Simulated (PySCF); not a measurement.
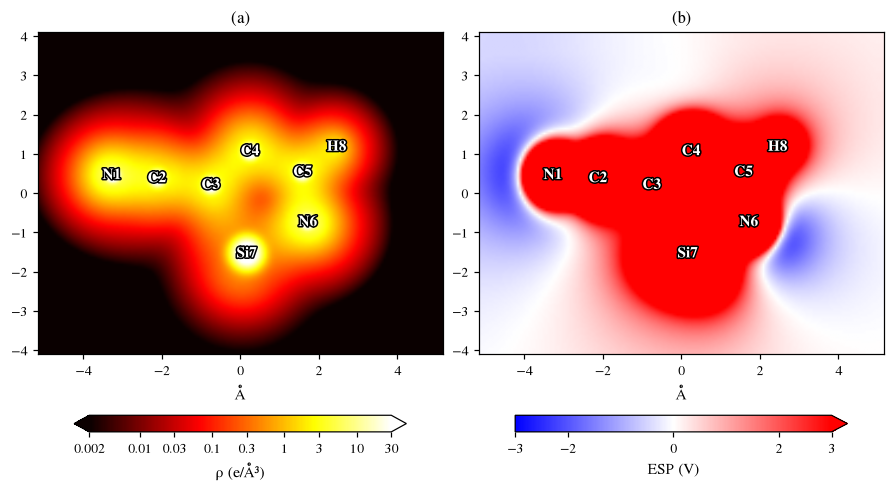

Figure. C$_{4}$H$_{3}$N$_{2}$Si (SMILES N#CC1=[C]C=N[SiH2]1) (doublet). (a) total electron density; (b) electrostatic potential on the plane of atoms C2, C3 and Si7.

Geometry: GFN2-xTB.

These are results of PySCF 2.14.0, density-fitted response routines, UKS B3LYP, pcH-1 on C H N Si, non-relativistic, mean-field spin-orbit, GIAO, not measurements.

```yaml
atoms:
  - { symbol: N, position_ang: [3.2017, -0.8961, -0.3317] }
  - { symbol: C, position_ang: [2.0614, -0.7550, -0.2645] }
  - { symbol: C, position_ang: [0.7045, -0.5148, -0.1633] }
  - { symbol: C, position_ang: [-0.3489, -1.2884, -0.3416] }
  - { symbol: C, position_ang: [-1.6492, -0.7035, -0.1468] }
  - { symbol: N, position_ang: [-1.7031, 0.5293, 0.1910] }
  - { symbol: Si, position_ang: [-0.1020, 1.2168, 0.3299] }
  - { symbol: H, position_ang: [-2.5581, -1.2752, -0.2781] }
  - { symbol: H, position_ang: [0.2402, 1.5148, 1.7075] }
  - { symbol: H, position_ang: [0.1624, 2.1766, -0.7250] }
```

### Describe what can be read from this map.

- The plane passes through N, C, Si and H nuclei.
- C–N (1.15 Å): ρ is about 3.5 e/Å³ halfway.
- C–C (1.32 Å): ρ at the midpoint is about 2.3 e/Å³.
- Si–N (1.75 Å): ρ is about 1.1 e/Å³ halfway.
- C–Si (1.97 Å): ρ is about 0.78 e/Å³ halfway.
- C–H (1.08 Å): the density is about 2.1 e/Å³ at the midpoint.
- Outside the dense part of the molecule the potential is most negative (−2.1 V) near N1.
